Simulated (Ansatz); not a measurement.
# F2H2NOTa: geometry and vibrations

What shape does F2H2NOTa take? The plan is to relax it, then compute its harmonic vibrations to see whether it is a minimum and to get the zero-point energy and entropy, and look at its orbitals and charge.

The runs use Ansatz 0.2.0, Gaussian basis; RKS PBE0-D4/def2-TZVP.

Plan: relaxation at PBE-D4/def2-SVP; relaxation at PBE0-D4/def2-TZVP; harmonic vibrations at the same level; a single point in def2-TZVPP for the fields.

### Step 1. Where the work starts

SMILES `[NH]=[Ta]([OH])([F])[F]`, 7 atoms, charge 0, spin multiplicity 1.

Atoms are counted from 1 here; the program's logs count them from 0.

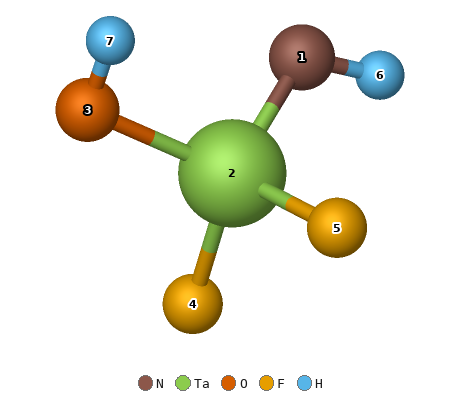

The starting geometry (nitrogen brown, tantalum green, oxygen orange, fluorine amber, hydrogen blue); atoms are numbered from 1 in the order of the file.

Geometry (Å):

```mol
F2H2NOTa
  3D, bonds by distance, orders not assigned

  7  6  0  0  0  0  0  0  0  0999 V2000
   -0.7820    1.0122    1.0472 N   0  0
   -0.1110   -0.1682   -0.3476 Ta  0  0
    1.2739   -1.4879    0.5318 O   0  0
   -1.6076   -1.2714   -1.1927 F   0  0
    0.8420    0.9541   -1.8707 F   0  0
   -1.5301    1.7832    0.7773 H   0  0
    1.9761   -0.8901    1.0090 H   0  0
  1  2  8  0
  2  3  8  0
  2  4  8  0
  2  5  8  0
  1  6  8  0
  3  7  8  0
M  END
```

The start is a force-field geometry with small random shifts, so a cheaper pass at PBE-D4/def2-SVP comes first. Ta takes the def2 core potential; no spin-orbit term is included.

### Step 2. Relaxation at PBE-D4/def2-SVP (cheap first pass)

in.yaml

```yaml
crystal:
  periodic: [false, false, false]
  atoms:
    - {symbol: N, position_ang: [-0.782000, 1.012200, 1.047200]}
    - {symbol: Ta, position_ang: [-0.111000, -0.168200, -0.347600]}
    - {symbol: O, position_ang: [1.273900, -1.487900, 0.531800]}
    - {symbol: F, position_ang: [-1.607600, -1.271400, -1.192700]}
    - {symbol: F, position_ang: [0.842000, 0.954100, -1.870700]}
    - {symbol: H, position_ang: [-1.530100, 1.783200, 0.777300]}
    - {symbol: H, position_ang: [1.976100, -0.890100, 1.009000]}
basis:
  gaussian: {orbitals: def2-SVP}
hamiltonian: {xc: pbe, dispersion: d4}
relax: {f_tol: 0.03, max_steps: 200}
```

On the command line:

```console
$ ansatz run in.yaml --threads 4 --pin off --events-out ev --progress --plain --max-ram 10444MiB
```

Output, cut to the lines that bear on the results:

```text
Functional definition: PBE
  name "PBE"
  cite "Perdew, Burke & Ernzerhof, Phys. Rev. Lett. 77, 3865 (1996) doi:10.1103/PhysRevLett.77.3865"
  parent pbe
[...]
1031 factors; their error is unknown
[...]
mean field -10544.09109655 eV, -387.4882007565 hartree, gradient 3.4e-5 eV, S^2 0.000000; 0 other end points of the search recorded, 0 dependent functions left out
[...]
reference -10544.09116111 eV, -387.4882031291 hartree; 24, 24 occupied and 74, 74 virtual orbitals, 1031 factors
relax step   1: F+E_penalty+E_count = -10544.21131109 eV  Δ(F+E_penalty+E_count) = +0.000e0 eV  max|allowed force component| = 4.269e0 eV/Å  Δτ_max = 0.0000 Å  (33 SCF iters, accepted)
[...]
relax step   3: F+E_penalty+E_count = -10546.20217056 eV  Δ(F+E_penalty+E_count) = -2.235e-1 eV  max|allowed force component| = 1.444e0 eV/Å  Δτ_max = 0.1950 Å  (35 SCF iters, accepted)
[...]
relax step   5: F+E_penalty+E_count = -10546.50576200 eV  Δ(F+E_penalty+E_count) = -8.293e-2 eV  max|allowed force component| = 1.248e0 eV/Å  Δτ_max = 0.2000 Å  (35 SCF iters, accepted)
[...]
relax step   7: F+E_penalty+E_count = -10546.54259950 eV  Δ(F+E_penalty+E_count) = -1.470e-3 eV  max|allowed force component| = 6.252e-2 eV/Å  Δτ_max = 0.0164 Å  (29 SCF iters, accepted)
[...]
relax step   8: F+E_penalty+E_count = -10546.54346459 eV  Δ(F+E_penalty+E_count) = -8.651e-4 eV  max|allowed force component| = 5.447e-2 eV/Å  Δτ_max = 0.0183 Å  (29 SCF iters, accepted)
[...]
relax step   9: F+E_penalty+E_count = -10546.54368833 eV  Δ(F+E_penalty+E_count) = -2.237e-4 eV  max|allowed force component| = 2.282e-2 eV/Å  Δτ_max = 0.0149 Å  (29 SCF iters, accepted)
1031 factors; their error is unknown
[...]
mean field -10546.41051929 eV, -387.5734379703 hartree, gradient 2.5e-5 eV, S^2 0.000000; 1 other end points of the search recorded, 0 dependent functions left out
[...]
reference -10546.41058105 eV, -387.5734402398 hartree; 24, 24 occupied and 74, 74 virtual orbitals, 1031 factors
Total energy: -10546.54375008 eV, -387.5783341115 hartree
Atom 0 at    -0.799436     1.005176     0.612249 Å, force    -0.001351     0.012328     0.016391 eV/Å
Atom 1 at    -0.067618    -0.137950    -0.532560 Å, force    -0.010082    -0.013850    -0.022820 eV/Å
Atom 2 at     1.299613    -1.095459     0.395444 Å, force     0.014460    -0.001475     0.013162 eV/Å
Atom 3 at    -1.423183    -1.340381    -1.111251 Å, force    -0.002304     0.001855    -0.001366 eV/Å
Atom 4 at     0.689561     0.861859    -1.962880 Å, force     0.000941     0.003209     0.000206 eV/Å
Atom 5 at    -1.246709     1.675500     1.237885 Å, force    -0.000351    -0.001210    -0.003553 eV/Å
Atom 6 at     1.609072    -1.036844     1.315413 Å, force    -0.001312    -0.000857    -0.002019 eV/Å
Dipole moment:     0.175232     0.025259     0.497248 e Å
```

Wall time 7.5 s (4 threads of Intel Xeon Platinum 8488C, shared host).

The steps of the relaxation:

| step | energy from step 1 (eV) | largest force component (eV/Å) |
| --- | --- | --- |
| 1 | 0.0000 | 4.2694 |
| 2 | -1.7674 | 1.3728 |
| 3 | -1.9909 | 1.4436 |
| 4 | -2.2115 | 0.7454 |
| 5 | -2.2945 | 1.2484 |
| 6 | -2.3298 | 0.0892 |
| 7 | -2.3313 | 0.0625 |
| 8 | -2.3322 | 0.0545 |
| 9 | -2.3324 | 0.0228 |

Distances of close pairs at the start and the end, largest changes first:

| bond | before (Å) | after (Å) | change (Å) |
| --- | --- | --- | --- |
| Ta2–F5 | 2.118 | 1.902 | -0.216 |
| Ta2–O3 | 2.105 | 1.910 | -0.196 |
| N1–Ta2 | 1.947 | 1.776 | -0.171 |
| Ta2–F4 | 2.042 | 1.902 | -0.140 |
| N1–H6 | 1.108 | 1.020 | -0.087 |
| O3–H7 | 1.038 | 0.972 | -0.066 |

### Step 3. Optimising with PBE0-D4/def2-TZVP

in.yaml

```yaml
crystal:
  periodic: [false, false, false]
  atoms:
    - {symbol: N, position_ang: [-0.799436, 1.005176, 0.612249]}
    - {symbol: Ta, position_ang: [-0.067618, -0.137950, -0.532560]}
    - {symbol: O, position_ang: [1.299613, -1.095459, 0.395444]}
    - {symbol: F, position_ang: [-1.423183, -1.340381, -1.111251]}
    - {symbol: F, position_ang: [0.689561, 0.861859, -1.962880]}
    - {symbol: H, position_ang: [-1.246709, 1.675500, 1.237885]}
    - {symbol: H, position_ang: [1.609072, -1.036844, 1.315413]}
basis:
  gaussian: {orbitals: def2-TZVP}
hamiltonian: {xc: pbe0, dispersion: d4}
relax: {f_tol: 0.005, max_steps: 150}
```

The command is unchanged.

Output, cut to the lines that bear on the results:

```text
Functional definition: PBE0
  name "PBE0"
  cite "Adamo & Barone, J. Chem. Phys. 110, 6158 (1999) doi:10.1063/1.478522"
  cite "Perdew, Burke & Ernzerhof, Phys. Rev. Lett. 77, 3865 (1996) doi:10.1103/PhysRevLett.77.3865"
  parent pbe
[...]
1114 factors; their error is unknown
[...]
mean field -10556.04120013 eV, -387.9273589630 hartree, gradient 4.6e-5 eV, S^2 0.000000; 0 other end points of the search recorded, 0 dependent functions left out
[...]
reference -10556.04123056 eV, -387.9273600814 hartree; 24, 24 occupied and 152, 152 virtual orbitals, 1114 factors
relax step   1: F+E_penalty+E_count = -10556.15430318 eV  Δ(F+E_penalty+E_count) = +0.000e0 eV  max|allowed force component| = 7.245e-1 eV/Å  Δτ_max = 0.0000 Å  (29 SCF iters, accepted)
[...]
reference -10556.08060436 eV, -387.9288070419 hartree; 24, 24 occupied and 152, 152 virtual orbitals, 1114 factors
Total energy: -10556.19485973 eV, -387.9330058493 hartree
Atom 0 at    -0.798624     1.006377     0.617637 Å, force     0.002157    -0.001370     0.001617 eV/Å
Atom 1 at    -0.071662    -0.127766    -0.512532 Å, force    -0.003094     0.001065    -0.004888 eV/Å
Atom 2 at     1.289916    -1.087510     0.388193 Å, force    -0.001648     0.001162    -0.001121 eV/Å
Atom 3 at    -1.392527    -1.326980    -1.116087 Å, force     0.003803     0.002605    -0.000323 eV/Å
Atom 4 at     0.679544     0.831093    -1.948979 Å, force    -0.002113    -0.003600     0.002167 eV/Å
Atom 5 at    -1.240547     1.667876     1.232171 Å, force    -0.001649     0.001582     0.000065 eV/Å
Atom 6 at     1.595201    -1.031188     1.293896 Å, force     0.002545    -0.001443     0.002482 eV/Å
Dipole moment:     0.173015     0.019978     0.482226 e Å
```

Run time: 8 s. Hardware: 4 threads of Intel Xeon Platinum 8488C, shared host.

Step by step:

| step | energy from step 1 (eV) | largest force component (eV/Å) |
| --- | --- | --- |
| 1 | 0.0000 | 0.7245 |
| 2 | -0.0387 | 0.3119 |
| 3 | -0.0405 | 0.0390 |
| 4 | -0.0405 | 0.0049 |

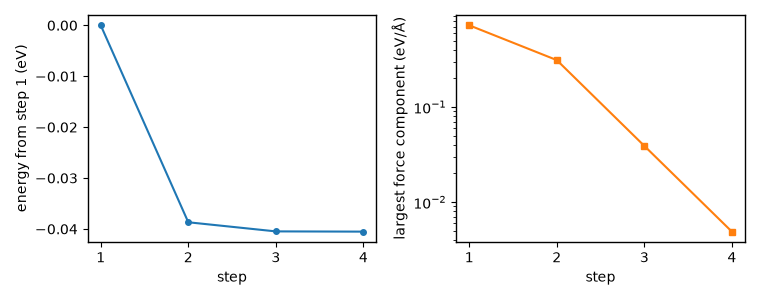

Energy and largest force along the relaxation.

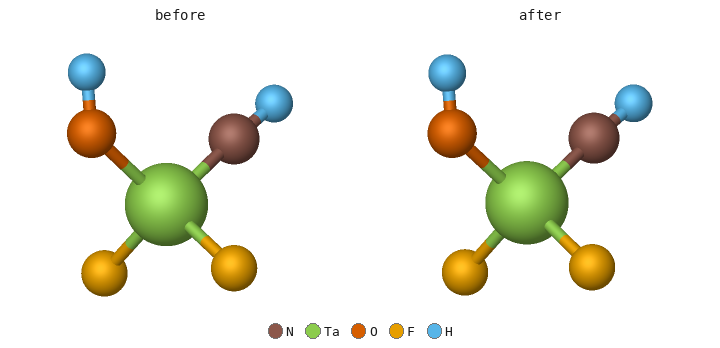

Before and after, at one scale.

Close pairs (by a distance rule), those that changed most:

| bond | before (Å) | after (Å) | change (Å) |
| --- | --- | --- | --- |
| Ta2–F5 | 1.902 | 1.883 | -0.019 |
| Ta2–F4 | 1.902 | 1.883 | -0.019 |
| N1–Ta2 | 1.776 | 1.758 | -0.017 |
| Ta2–O3 | 1.910 | 1.894 | -0.016 |
| O3–H7 | 0.972 | 0.957 | -0.015 |
| N1–H6 | 1.020 | 1.005 | -0.015 |

Mulliken charges of the relaxed molecule (report file):

| atom | value (e) |
| --- | --- |
| N1 | -0.68 |
| Ta2 | 1.56 |
| O3 | -0.65 |
| F4 | -0.41 |
| F5 | -0.41 |
| H6 | 0.24 |
| H7 | 0.35 |

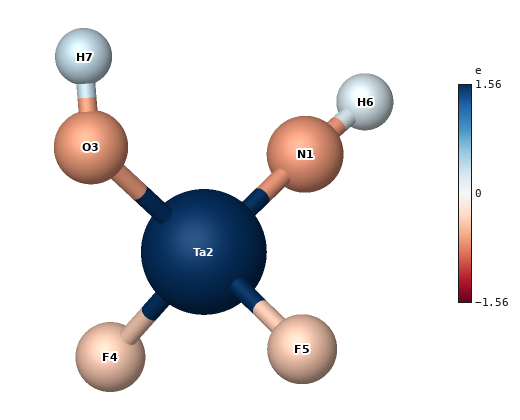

Mulliken charges of the relaxed molecule (report file), as colours on the atoms.

### Step 4. Force constants and modes

in.yaml

```yaml
crystal:
  periodic: [false, false, false]
  atoms:
    - {symbol: N, position_ang: [-0.798624, 1.006377, 0.617637]}
    - {symbol: Ta, position_ang: [-0.071662, -0.127766, -0.512532]}
    - {symbol: O, position_ang: [1.289916, -1.087510, 0.388193]}
    - {symbol: F, position_ang: [-1.392527, -1.326980, -1.116087]}
    - {symbol: F, position_ang: [0.679544, 0.831093, -1.948979]}
    - {symbol: H, position_ang: [-1.240547, 1.667876, 1.232171]}
    - {symbol: H, position_ang: [1.595201, -1.031188, 1.293896]}
basis:
  gaussian: {orbitals: def2-TZVP}
hamiltonian: {xc: pbe0, dispersion: d4}
phonons: {temperatures: {t_min: 298.15, t_max: 900, t_step: 200}}
```

Launched as before.

Output, cut to the lines that bear on the results:

```text
Functional definition: PBE0
  name "PBE0"
  cite "Adamo & Barone, J. Chem. Phys. 110, 6158 (1999) doi:10.1063/1.478522"
  cite "Perdew, Burke & Ernzerhof, Phys. Rev. Lett. 77, 3865 (1996) doi:10.1103/PhysRevLett.77.3865"
  parent pbe
[...]
1114 factors; their error is unknown
[...]
mean field -10556.08056668 eV, -387.9288056571 hartree, gradient 7.1e-5 eV, S^2 0.000000; 0 other end points of the search recorded, 0 dependent functions left out
[...]
reference -10556.08059703 eV, -387.9288067724 hartree; 24, 24 occupied and 152, 152 virtual orbitals, 1114 factors
[...]
1114 factors; their error is unknown
mean field -10556.08048999 eV, -387.9288028389 hartree, gradient 2.9e-6 eV, S^2 0.000000; 0 other end points of the search recorded, 0 dependent functions left out
[...]
reference -10556.08052034 eV, -387.9288039541 hartree; 24, 24 occupied and 152, 152 virtual orbitals, 1114 factors
[...]
Total energy: -10556.19485240 eV, -387.9330055797 hartree
Atom 0 at    -0.798624     1.006377     0.617637 Å, force     0.002217    -0.001407     0.001679 eV/Å
Atom 1 at    -0.071662    -0.127766    -0.512532 Å, force    -0.003405     0.001387    -0.004893 eV/Å
Atom 2 at     1.289916    -1.087510     0.388193 Å, force    -0.001618     0.001125    -0.001146 eV/Å
Atom 3 at    -1.392527    -1.326980    -1.116087 Å, force     0.003918     0.002509    -0.000355 eV/Å
Atom 4 at     0.679544     0.831093    -1.948979 Å, force    -0.002031    -0.003735     0.002163 eV/Å
Atom 5 at    -1.240547     1.667876     1.232171 Å, force    -0.001639     0.001576     0.000074 eV/Å
Atom 6 at     1.595201    -1.031188     1.293896 Å, force     0.002558    -0.001455     0.002479 eV/Å
Dipole moment:     0.173013     0.019976     0.482226 e Å
Vibrations: 169.15 182.24 201.37 240.87 241.62 426.36 526.75 528.43 620.52 666.60 671.97 730.07 1020.40 3695.05 3934.19 cm⁻¹, zero-point energy 0.858936 eV
```

It took 57 s on 4 threads of Intel Xeon Platinum 8488C, shared host.

Motions are named by where the mode's potential energy lies. Wavenumbers, unscaled:

| mode | cm⁻¹ | motion |
| --- | --- | --- |
| 1 | 169 | bend |
| 2 | 182 | bend |
| 3 | 201 | bend |
| 4 | 241 | bend |
| 5 | 242 | bend |
| 6 | 426 | torsion |
| 7 | 527 | bend |
| 8 | 528 | bend |
| 9 | 621 | bend |
| 10 | 667 | Ta–F stretch |
| 11 | 672 | Ta–F stretch |
| 12 | 730 | Ta–O stretch |
| 13 | 1020 | Ta–N stretch |
| 14 | 3695 | N–H stretch |
| 15 | 3934 | O–H stretch |

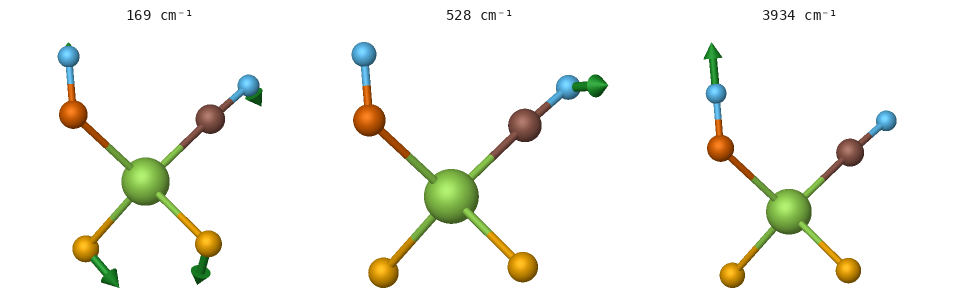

How the atoms move in 3 of the modes.

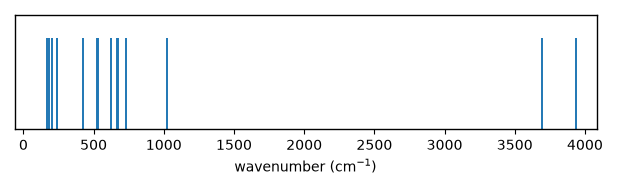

The harmonic wavenumbers as sticks (no intensities were computed).

Ideal gas, rigid rotor and harmonic oscillator at 298.15 K and 1 bar, with symmetry number 1:

| term | value |
| --- | --- |
| zero-point energy | 19.8 kcal/mol |
| H(298) − E | 24.7 kcal/mol |
| entropy, translation | 177.8 J/(mol K) |
| entropy, rotation | 112.3 J/(mol K) |
| entropy, vibration | 58.5 J/(mol K) |
| entropy, total | 348.6 J/(mol K) |

### Step 5. Orbitals, density and potential

Edit in.yaml of step 4 so:

```diff
@@ -11,4 +11,4 @@
 basis:
-  gaussian: {orbitals: def2-TZVP}
+  gaussian: {orbitals: def2-TZVPP}
 hamiltonian: {xc: pbe0, dispersion: d4}
-phonons: {temperatures: {t_min: 298.15, t_max: 900, t_step: 200}}
+output: {orbitals: {seedname: orbitals}}
```

The command is unchanged.

Output:

```text
Functional definition: PBE0
  name "PBE0"
  cite "Adamo & Barone, J. Chem. Phys. 110, 6158 (1999) doi:10.1063/1.478522"
  cite "Perdew, Burke & Ernzerhof, Phys. Rev. Lett. 77, 3865 (1996) doi:10.1103/PhysRevLett.77.3865"
  parent pbe
  parameter a = 0.25
  parameter kappa = 0.804
  parameter beta = 0.06672455060314922
  exchange = (1 - a)*pbe_x(kappa = kappa, mu = beta*pi^2/3) + a*exact_x
  correlation = pbe_c(beta = beta)
1144 factors; their error is unknown
mean field evaluation 1: about -10538.6334 eV, gradient 1.0e2 eV
mean field evaluation 2: about -10434.1641 eV, gradient 2.4e2 eV
mean field evaluation 4: about -10555.3961 eV, gradient 2.2e1 eV
mean field evaluation 8: about -10556.2974 eV, gradient 2.5e-1 eV
mean field evaluation 16: about -10556.3346 eV, gradient 1.6e-4 eV
mean field -10556.33459926 eV, -387.9381411824 hartree, gradient 4.2e-5 eV, S^2 0.000000; 0 other end points of the search recorded, 0 dependent functions left out
reference -10556.33462986 eV, -387.9381423068 hartree; 24, 24 occupied and 184, 184 virtual orbitals, 1144 factors
Total energy: -10556.44888523 eV, -387.9423411141 hartree
```

Run time: 1.4 s. Hardware: 4 threads of Intel Xeon Platinum 8488C, shared host; peak memory 0.43 GiB.

Orbitals, density, ELF and potential are computed afterwards from the orbital file.

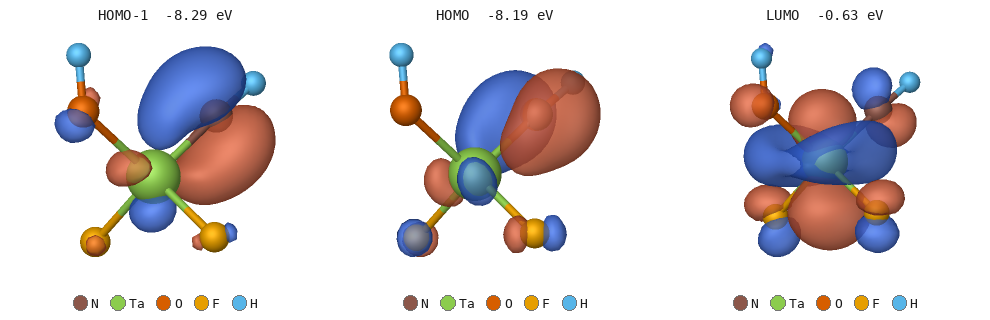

Frontier orbitals at PBE0-D4/def2-TZVPP; each surface holds 70 % of the orbital's density, blue and red mark the sign.

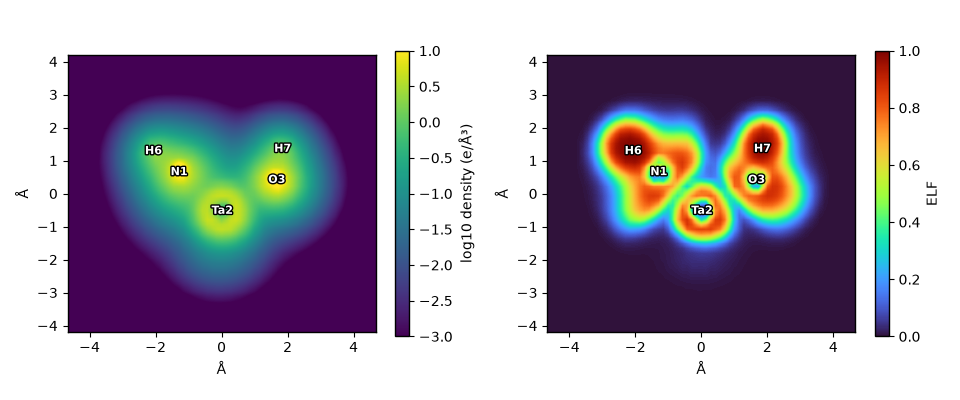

Density (left) and ELF (right) in a plane through or near 5 of the atoms.

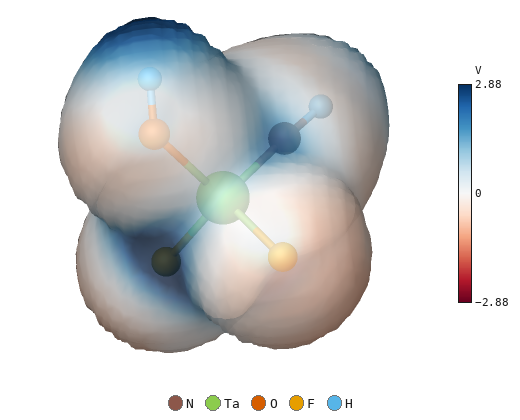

Electrostatic potential on the surface of density 0.002 e/bohr³; red is low, blue high. It runs from -0.95 V near F5 to 2.88 V near Ta2.

### Step 6. What came out

| quantity | value |
| --- | --- |
| point group | Cs |
| steps | 9 + 4 |
| shift from the start (rms) | 0.387 Å |
| total energy | -10556.1949 eV |
| dispersion term | -114 meV |
| dipole moment | 2.46 D |
| lowest, highest wavenumber | 169, 3934 cm⁻¹ |
| zero-point energy | 19.8 kcal/mol |
| entropy at 298.15 K | 348.6 J/(mol K) |
| HOMO, LUMO | -8.19, -0.63 eV |

What this shows: The atoms moved 0.39 Å (rms) from the start; the bond that changed most is Ta2–F5, from 2.118 to 1.883 Å. No mode is imaginary: a true minimum at this level. The stiffest mode, 3934 cm⁻¹, is an O–H stretch, and 2 modes under 200 cm⁻¹ make the vibrational entropy uncertain. Harmonic hybrid wavenumbers usually lie a few per cent above measured fundamentals. The largest Mulliken charge, +1.56 e, sits on Ta2. The HOMO lies mostly on N1 71 %; Ta2 12 % and the LUMO on Ta2 54 %; F4, F5 about 11 % each.
